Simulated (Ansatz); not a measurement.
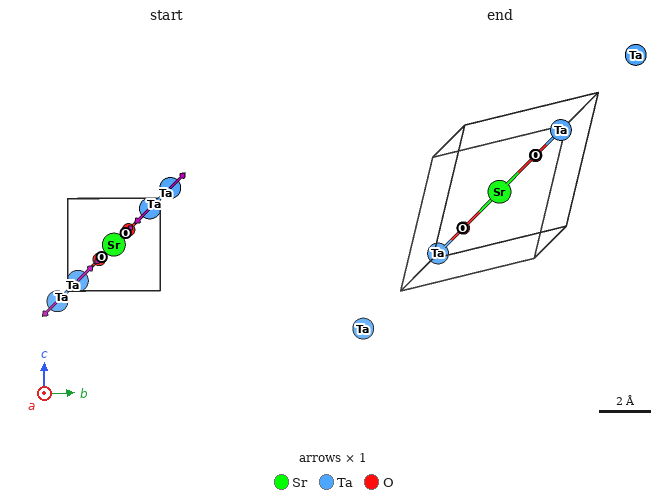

The structure of crystalline SrTa2O2 (a generated structure, set up in R-3m) (coarse preliminary run) before (left) and after (right) a relaxation, at one scale. The purple arrows give the displacements (the part carried along by the change of the cell is left out), at their true length.

A ball-and-stick model of the cell of the calculation, seen along the a axis.

All numbers below come from DFT PBE, scalar-relativistic, plane waves, PAW in Ansatz 0.2.0.

Input file:
```yaml
crystal:
  lattice:
    - [2.57895955, 1.48896299, 2.11987805]
    - [-2.57895955, 1.48896299, 2.11987805]
    - [0.0, -2.97792599, 2.11987805]
  atoms:
    - { symbol: Sr, position: [0.5, 0.5, 0.5] }
    - { symbol: Ta, position: [0.11069012, 0.11069012, 0.11069012] }
    - { symbol: Ta, position: [0.88930988, 0.88930988, 0.88930988] }
    - { symbol: O, position: [0.34040299, 0.34040299, 0.34040299] }
    - { symbol: O, position: [0.65959701, 0.65959701, 0.65959701] }
basis:
  ecutwfc: 420
kpoints:
  mp_grid: { grid: [6, 6, 6] }
hamiltonian:
  xc: pbe
scf:
  occupations: { method: gaussian, width: 0.1 }
  lower_state_search: "off"
output:
  forces: true
  stress: true
  eigenvalues: true
relax:
  adjacent_minimum: "off"
  f_tol: 0.04
  max_steps: 70
  cell: { stress_tol: 0.4 }
```

Launched with:
```bash
ansatz run input.yaml --threads 1 --pin off --max-ram 2560MiB --backend cpu --events-out ev --progress --plain --runs-dir out
```

Q: Describe what moved and what it gained.

A: The largest moves relative to the cell, 1.07 Å, are those of Ta2 and Ta3. Ta2 goes along [1 1 1]. Largest moves by element: Ta 1.07 Å, O 0.31 Å. Sr stays in place. The drawn cell changes as follows: a = b = c 3.655 → 5.590 Å (+52.9 %), α 89.7° → 60.9°, β 89.7° → 60.9°, γ 89.7° → 60.9°; the volume changes by +157.8 %. Near-neighbour distances that change, for instance: Ta2–Ta3 1.408 → 5.147 Å, Sr1–Ta2 3.461 → 5.841 Å, Sr1–Ta2 (another image) 2.476 → 4.227 Å, Sr1–O4 1.015 → 2.485 Å. Bonds break: Ta2–Ta3 (1.41 → 5.15 Å). The space group stays R-3m (No. 166). After 29 accepted moves (33 points after the start) the energy has fallen by 162.029 eV per cell of the calculation. The largest force component goes from 180 to 0.031 eV/Å. Pressure: 1035.14 GPa at the start and 0.07 GPa at the end. The line search rejected the trial step at point 26 of the run. The SCF was repeated 3 times at an unchanged geometry on a basis and grid sized afresh for the cell, which shifted the energy by 4.390 eV per cell of the calculation at most. The run took 3.4 min on 1 thread of Intel(R) Xeon(R) Processor @ 2.70GHz, on a shared host, peak memory 0.47 GiB.
